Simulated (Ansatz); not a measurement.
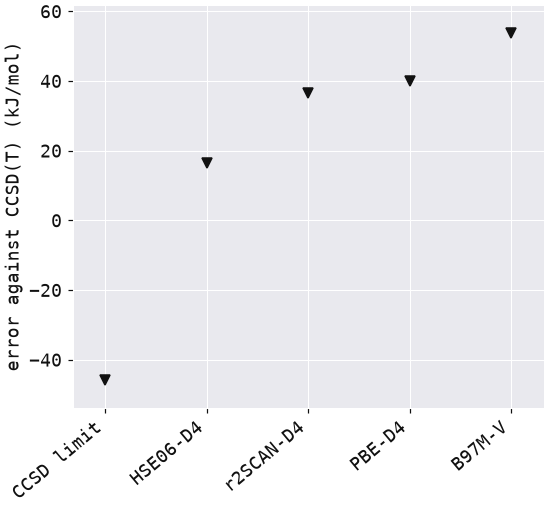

Error in the electronic atomisation energy (method less reference, so positive means overbinding) of CH₇BSi₂, SMILES [SiH3][Si@@H]1BC1: functionals in def2-TZVPP against frozen-core CCSD(T) at the limit (MP2 extrapolated from triple and quadruple zeta, plus CCSD(T) less MP2 in a smaller set), which gives 3558.8 kJ/mol, at a PBE0-D4/def2-TZVP geometry (a minimum by its frequencies), no zero-point or spin-orbit term, the Ansatz code. The reference leaves out core correlation, a term that grows with the number of heavy atoms. Limit means the basis limit.

Question: Which of these levels overbind, and which underbind?

Answer: Overbind: r2SCAN-D4, PBE-D4 and B97M-V. Underbind: CCSD limit. Within 20 kJ/mol of zero, too close to call in view of what the reference leaves out: HSE06-D4.

Question: What range do the values span?

Answer: From −45.9 kJ/mol (CCSD limit) to 53.9 kJ/mol (B97M-V).
